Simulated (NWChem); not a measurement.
# doublet C2H4Si+ at 3 levels

Wanted: a comparison of 3 runs (UHF/STO-3G, UHF/3-21G, UB3LYP/6-31G*) of doublet C2H4Si+. 

The calculation is run with NWChem 7.3.0.

2 further runs of the same task are left out: 2 that didn't finish.

## Step 1: The structure to begin with

C2H4Si+ has 7 atoms, charge +1, and is taken as a doublet. SMILES of the parent species: `C#C[SiH3]`. The shape is that of a PBE0-D4/def2-TZVP optimisation. That shape belongs to the parent species and isn't relaxed for this state.

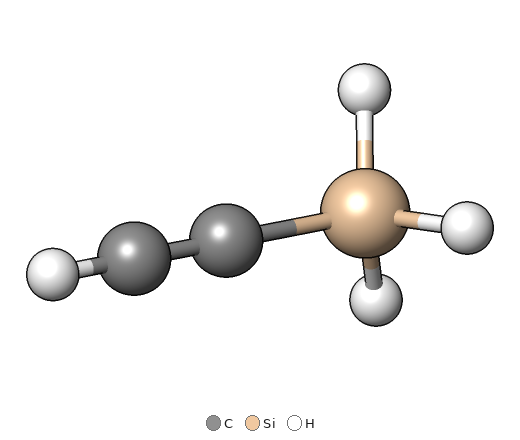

Viewed from a chosen angle; carbon grey, silicon light orange, hydrogen white.

## Step 2: The energy at UHF/STO-3G (run 1)

Contents of run.nw:

```
echo
START run
TITLE "C2H4Si energy"
memory total 2200 mb
charge 1
GEOMETRY noautosym nocenter noautoz
   C       -0.580700      -1.871400       0.172200
   C       -0.218500      -0.726500       0.062400
   Si       0.329800       1.004300      -0.103800
   H       -0.901000      -2.883500       0.269300
   H       -0.094500       1.528300      -1.425000
   H       -0.281700       1.818100       0.974900
   H        1.807900       1.062900       0.004400
END
BASIS spherical bse
   * library STO-3G
END
SCF
   doublet
   uhf
   thresh 1e-08
   maxiter 80
   print medium
END
TASK scf energy
```

On the command line:

```bash
$ nwchem run.nw > run.out
```

Output:

```text
[...]
  functions       =    23
[...]
  wavefunction    = UHF
[...]
         Total SCF energy =   -362.369817489430
      One electron energy =   -657.895172820455
      Two electron energy =    212.477458579790
 Nuclear repulsion energy =     83.047896751235
                       Sz =      0.5000
                 Sz(Sz+1) =      0.7500
                      S^2 =      0.7582
[...]
```

Run time: 11 s. Hardware: 1 thread of Intel Xeon Platinum 8259CL at 2.50GHz (Skylake/Cascade Lake), shared host; peak memory 0.1 GiB.

## Step 3: The energy at UHF/3-21G (run 2)

Contents of c2h4si.nw:

```
start c2h4si
title "C2H4Si hf"
memory 2200 mb
charge 1
geometry noautosym nocenter noautoz
  C       -0.580700      -1.871400       0.172200
  C       -0.218500      -0.726500       0.062400
  Si       0.329800       1.004300      -0.103800
  H       -0.901000      -2.883500       0.269300
  H       -0.094500       1.528300      -1.425000
  H       -0.281700       1.818100       0.974900
  H        1.807900       1.062900       0.004400
end
basis spherical bse
  C library 3-21G
  Si library 3-21G
  H library 3-21G
end
scf
  doublet
  uhf
  thresh 1e-08
  maxiter 80
  print low
end
task scf energy
```

On the command line:

```bash
$ nwchem c2h4si.nw > c2h4si.out
```

Output:

```text
[...]
  functions       =    39
[...]
  wavefunction    = UHF
[...]
         Total SCF energy =   -364.606373515539
      One electron energy =   -659.478763975556
      Two electron energy =    211.824493708783
 Nuclear repulsion energy =     83.047896751235
                       Sz =      0.5000
                 Sz(Sz+1) =      0.7500
                      S^2 =      0.7547
[...]
```

Wall time 9 s (1 thread of Intel Xeon Platinum 8259CL at 2.50GHz (Skylake/Cascade Lake), shared host); peak memory 0.099 GiB.

## Step 4: A single-point energy at UB3LYP/6-31G(d) (Cartesian functions) (run 3)

Contents of c2h4si.xyz:

```xyz
7
C2H4Si
C     -0.580700    -1.871400     0.172200
C     -0.218500    -0.726500     0.062400
Si     0.329800     1.004300    -0.103800
H     -0.901000    -2.883500     0.269300
H     -0.094500     1.528300    -1.425000
H     -0.281700     1.818100     0.974900
H      1.807900     1.062900     0.004400
```

Contents of c2h4si.nw:

```
start c2h4si
title "C2H4Si"
memory total 2200 mb
charge 1

geometry noautosym nocenter noautoz
load format xyz c2h4si.xyz
end

basis "ao basis"
C library 6-31G*
Si library 6-31G*
H library 6-31G*
end

dft
xc b3lyp
mult 2
grid xfine
convergence energy 1e-08
iterations 100
mulliken
print medium
end

task dft
```

On the command line:

```bash
$ nwchem c2h4si.nw > c2h4si.out
```

Output:

```text
[...]
          Wavefunction type:  spin polarized.
          No. of atoms     :     7
          No. of electrons :    29
[...]
          Charge           :     1
          Spin multiplicity:     2
[...]
          AO basis - number of functions:    57
[...]
              XC Information
              --------------
                         B3LYP Method XC Potential
                     Hartree-Fock (Exact) Exchange  0.200
                        Slater Exchange Functional  0.800 local
                    Becke 1988 Exchange Functional  0.720 non-local
              Lee-Yang-Parr Correlation Functional  0.810
                  VWN I RPA Correlation Functional  0.190 local
[...]
 d= 0,ls=0.0,diis     1   -367.5753116312 -4.51D+02  1.31D-02  2.54D-01     4.2
[...]
 d= 0,ls=0.0,diis    27   -367.6561122273 -2.79D-09  8.78D-07  1.44D-10   101.4
[...]
         Total DFT energy =     -367.656112227288
      One electron energy =     -662.679835836346
           Coulomb energy =      244.856610570962
    Exchange-Corr. energy =      -32.880783713139
 Nuclear repulsion energy =       83.047896751235
[...]
      Total Density - Mulliken Population Analysis
     ---------------------------------------------
    Atom       Charge   Shell Charges
 -----------   ------   -------------------------------------------------------
    1 C    6     5.87   1.99  0.77  1.90  0.57  0.63  0.00
    2 C    6     5.98   1.99  0.76  1.91  0.83  0.49 -0.01
    3 Si  14    13.63   2.00  1.99  5.96  1.09  2.02  0.19  0.23  0.14
    4 H    1     0.67   0.49  0.18
    5 H    1     0.93   0.48  0.45
    6 H    1     0.96   0.49  0.47
    7 H    1     0.96   0.49  0.47
[...]
      <S2> =      0.7542 (Exact =     0.7500)
[...]
```

It took 1.7 min on 1 thread of Intel Xeon Platinum 8259CL at 2.50GHz (Skylake/Cascade Lake), shared host; peak memory 0.13 GiB.

## Step 5: Overview of the runs

```
run                                level  Cartesian functions  iteration cap  energy (Eh)  HOMO energy (eV)  LUMO energy (eV)   ⟨S²⟩  wall time
  1                           UHF/STO-3G                   no             80  -362.369817            -16.92             -6.73  0.758       11 s
  2                            UHF/3-21G                   no             80  -364.606374                 –                 –  0.755        9 s
  3  UB3LYP/6-31G* (Cartesian functions)                  yes            100  -367.656112            -14.76            -13.05  0.754    1.7 min
```

## Step 6: Outcome

```
                                 quantity          value
                      run 3: total energy  -367.65611 Eh
run 3: HOMO energy (highest over α and β)      -14.76 eV
 run 3: LUMO energy (lowest over α and β)      -13.05 eV
                              run 3: ⟨S²⟩          0.754
```

What this shows: In run 1 the basis is minimal, so the values are rough. All runs together took 2 min, the longest 1.7 min.
